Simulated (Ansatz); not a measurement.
## Electronic structure of AlB$_{2}$ClFH$_{3}$O in real space

Input

```
crystal:
  periodic: [false, false, false]
  atoms:
    - { symbol: B, position_ang: [0.4934, -1.638, -0.8427] }
    - { symbol: B, position_ang: [0.6632, 0.0445, -0.7978] }
    - { symbol: F, position_ang: [1.6229, 0.6742, -1.6576] }
    - { symbol: Al, position_ang: [-0.3918, 1.2115, 0.4833] }
    - { symbol: O, position_ang: [-1.718, 0.4001, 1.5473] }
    - { symbol: Cl, position_ang: [-0.1584, 3.4036, 0.5698] }
    - { symbol: H, position_ang: [-0.28627, -0.63875, -0.77388] }
    - { symbol: H, position_ang: [1.1337, -2.2334, -1.5958] }
    - { symbol: H, position_ang: [-1.2216, 0.1971, 2.4344] }
magnetization:
  spin_polarized: true
basis:
  gaussian: { orbitals: def2-SVP }
hamiltonian:
  xc: hf
relax:
  f_tol: 0.02
  max_steps: 50
output:
  orbitals: {}
```

Run with:

```sh
ansatz run input.yaml --threads 2 --pin off --max-ram 3072MiB --backend cpu --events-out ev --progress --plain --runs-dir out
```

The fields are those of the run's last geometry, not of the input's.

Theory: UHF/def2-SVP (Ansatz 0.2.0).

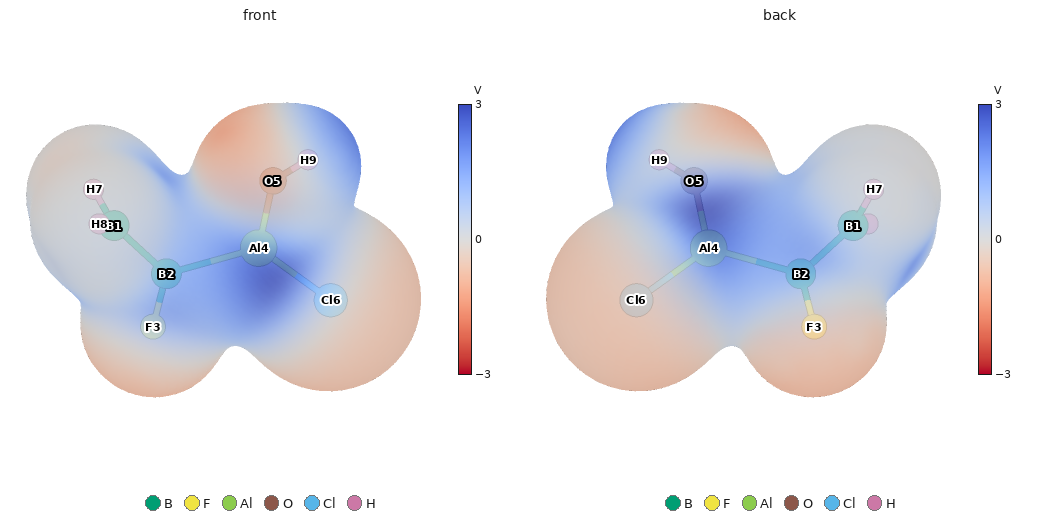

Figure 1. The electrostatic potential painted on the density surface at 0.001 e/bohr³, seen from the front and from behind; red is negative and blue positive.

Which sites attract a positive test charge, and which a negative one?

A positive charge is drawn to the negative regions and a negative charge to the positive ones. The most negative region (about −1.1 V, or −25 kcal/mol for a unit charge) lies over O5, the most positive (about +2.8 V, or +65 kcal/mol for a unit charge) over Al4. O5 is the likeliest acceptor of a hydrogen bond.

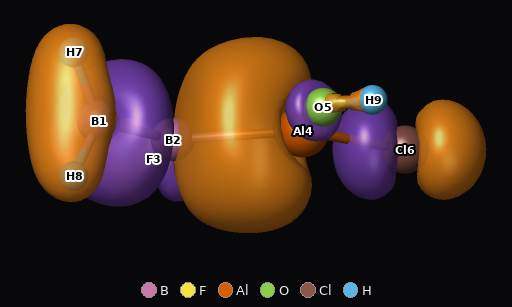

Figure 2. The HOMO at ±0.08 Å⁻³ᐟ² (orange and purple are the two phases), seen from one side.

Where does this orbital lie, and at what energy?

By Hirshfeld shares it lies mainly on B2 (about 35 %), Al4 (about 25 %), B1 (about 20 %), F3 (about 10 %) and Cl6 (about 10 %). Its energy is −10.11 eV.

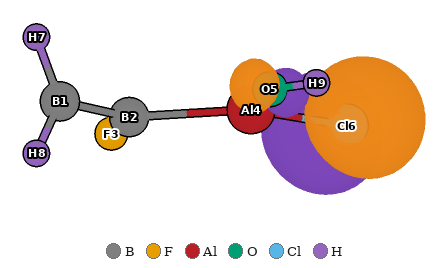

Figure 3. The HOMO−1 at ±0.15 Å⁻³ᐟ² (orange and purple are the two phases), seen from one side.

Where does this orbital lie, and at what energy?

Its weight (Hirshfeld) is mainly on Cl6 (about 85 %); largely a lone pair of Cl6. Its energy is −12.37 eV.
